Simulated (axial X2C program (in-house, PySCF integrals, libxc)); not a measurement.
# A two-component session on ZrCl: properties at the nuclei

Aim: properties at the nuclei of ZrCl, with spin–orbit coupling in the Hamiltonian from the start.

The runs use an in-house X2C program for linear molecules on PySCF integrals; two-component X2C with atomic mean-field terms, Zr dyall-acv3z, Cl dyall-av3z.

All values are calculated.

## (1) The job

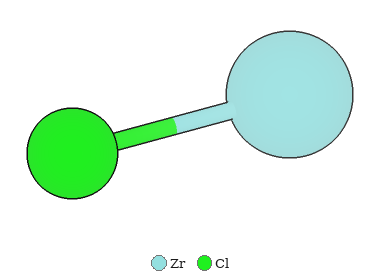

The two atoms at 2.530 Å (zirconium light teal, chlorine green).

Contents of task.json:

```json
{"zs": [40, 17], "q": 0, "bas": ["dyall-acv3z", "dyall-av3z"], "r0": 2.53, "levels": ["PBE0", "HF", "B3LYP"], "nst": 1, "ff": 1, "thr": -3.5, "nmax": 130, "opt": {"ecut": 60}}
```

Keys: zs atomic numbers; q charge; bas basis sets; r0 starting distance in Å; levels methods (HF also brings MP2); nst determinants followed; ff finite-field run; thr threshold in hartree for freezing inner shells (an s shell follows its p shell); nmax most natural virtual spinors; ecut virtual cutoff in hartree.

The run is started by

```sh
> python soeom.py task.json out
```

Nuclei are Gaussian, cores are contracted, and the Gaunt term is on.

## (2) Expectation values, lowest determinant

R = 2.331 Å. State: Ω = 3/2 (excess of +ω over −ω: ω = 1/2, ω = -3/2, ω = 5/2).

Output of the PBE0 run:

```text
two-component X2C + atomic mean field  PBE0
basis functions 232  fitting functions 1068  grid points 5081
iter        total energy     max residual
   1      -4058.117045508     1.71e-06
   2      -4058.117045508     1.76e-06
converged
one-electron -5910.52805000  Coulomb 1842.80113640  exact exchange -35.18765405  xc functional -107.90103233  nuclear repulsion 154.37173034  atomic mean-field constant -1.67317587
```

The highest occupied spinor is 99% Zr d.

| level | Eeff magnitude (GV/cm) | Ws magnitude Zr (kHz) | A∥/gI Zr (MHz) | qzz Zr (a.u.) | A∥/gI Cl (MHz) | qzz Cl (a.u.) | μ (D) |
| --- | --- | --- | --- | --- | --- | --- | --- |
| PBE0 | 1.8 | 0.529 | 851 | 1.00 | 6.91 | 0.33 | -4.03 |
| HF | 2.68 | 0.789 | 746 | 0.30 | 0.304 | 0.13 | -4.23 |
| B3LYP | 2.05 | 0.6 | 902 | 1.07 | 9.87 | 0.32 | -3.81 |

Eeff is the effective electric field on the electron dipole moment in this Ω state and Ws the scalar–pseudoscalar constant (defined with the proton number Z and per Ω); A∥ is the parallel hyperfine constant, which follows by multiplying with the nuclear g factor gI = μI/(I μN); qzz is the electric field gradient, eQq0 = 234.96 MHz × Q/barn × qzz; μ is positive if Cl is the positive end. The operators were transformed with the bare-nucleus X2C matrices.

## (3) Finite-field coupled cluster

Output:

```text
two-component X2C + atomic mean field  HF
basis functions 232  fitting functions 1068  grid points 5081
iter        total energy     max residual
   1      -4055.778975331     2.65e-01
   2      -4055.804229583     7.85e-03
   3      -4055.805464217     2.04e-03
   4      -4055.805749664     1.77e-03
   5      -4055.805875007     1.21e-03
   6      -4055.805970047     9.63e-04
   7      -4055.806052214     6.88e-04
   8      -4055.806136829     1.96e-04
   9      -4055.806146017     3.03e-05
  10      -4055.806146271     2.70e-05
  11      -4055.806146305     2.48e-05
  12      -4055.806146331     2.24e-05
  13      -4055.806146364     1.80e-05
  14      -4055.806146397     1.16e-05
  15      -4055.806146417     4.46e-06
  16      -4055.806146421     2.61e-06
  17      -4055.806146422     1.52e-06
converged
one-electron -5909.19392013  Coulomb 1841.51335771  exact exchange -140.82413848  xc functional 0.00000000  nuclear repulsion 154.37173034  atomic mean-field constant -1.67317587
correlated 19  virtual 375  natural virtual 130  E(MP2) -0.513193238  MP2 remainder -0.018354844
iter   CCSD correlation   residual
   1     -0.508887929   1.16e-01
   2     -0.517310686   4.77e-02
   3     -0.519979873   2.44e-02
   4     -0.520008047   1.32e-02
   5     -0.520055776   7.50e-03
   6     -0.520114808   3.57e-03
   7     -0.520118683   1.43e-03
   8     -0.520127106   4.94e-04
   9     -0.520116741   1.86e-04
  10     -0.520116225   8.12e-05
  11     -0.520115158   4.48e-05
  12     -0.520115402   2.73e-05
  13     -0.520115429   1.74e-05
  14     -0.520115467   1.12e-05
  15     -0.520115443   6.51e-06
  16     -0.520115402   3.76e-06
  17     -0.520115390   2.25e-06
(T) -0.020506629  T1 0.0220  D1 0.0674  max T2 0.072
```

T1 in the output is the amplitude norm over the root of the electron number; divide by √2 for the Lee–Taylor value.

19 electrons correlated in 130 natural virtual spinors, MP2 remainder added; T1 = 0.016.

| level | Eeff magnitude (GV/cm) | Ws magnitude Zr (kHz) | A∥/gI Zr (MHz) | qzz Zr (a.u.) | A∥/gI Cl (MHz) | μ (D) |
| --- | --- | --- | --- | --- | --- | --- |
| HF | 2.68 | 0.789 | 746 | 0.30 | 0.307 | -4.23 |
| MP2 | 2.1 | 0.609 | 872 | 0.86 | 5.62 | -4.52 |
| CCSD | 2.28 | 0.668 | 849 | 0.68 | 5.3 | -4.28 |
| CCSD(T) | 2.22 | 0.651 | 852 | 0.71 | 6.17 | -4.15 |

## (4) What came out

```
                       quantity                                                       value
             lowest determinant  Ω = 3/2 (excess of +ω over −ω: ω = 1/2, ω = -3/2, ω = 5/2)
   Eeff magnitude (GV/cm), PBE0                                                         1.8
    Ws magnitude Zr (kHz), PBE0                                                       0.529
           A∥/gI Zr (MHz), PBE0                                                         851
            qzz Zr (a.u.), PBE0                                                        1.00
Eeff magnitude (GV/cm), CCSD(T)                                                        2.22
 Ws magnitude Zr (kHz), CCSD(T)                                                       0.651
        A∥/gI Zr (MHz), CCSD(T)                                                         852
         qzz Zr (a.u.), CCSD(T)                                                        0.71
```

**Reading.** In the first state, the effective field runs from 1.8 to 2.68 GV/cm over the mean-field levels. The expectation values come from single determinants, which for open shells can mix terms of unlike spin or miss the lowest Ω, so a determinant need not be a state. Eeff is the effective electric field on the electron dipole moment in this Ω state and Ws the scalar–pseudoscalar constant (defined with the proton number Z and per Ω); A∥ is the parallel hyperfine constant, which follows by multiplying with the nuclear g factor gI = μI/(I μN); qzz is the electric field gradient, eQq0 = 234.96 MHz × Q/barn × qzz; μ is positive if Cl is the positive end. The operators were transformed with the bare-nucleus X2C matrices. Correlation of the inner shells is missing, which matters for properties at the nucleus.
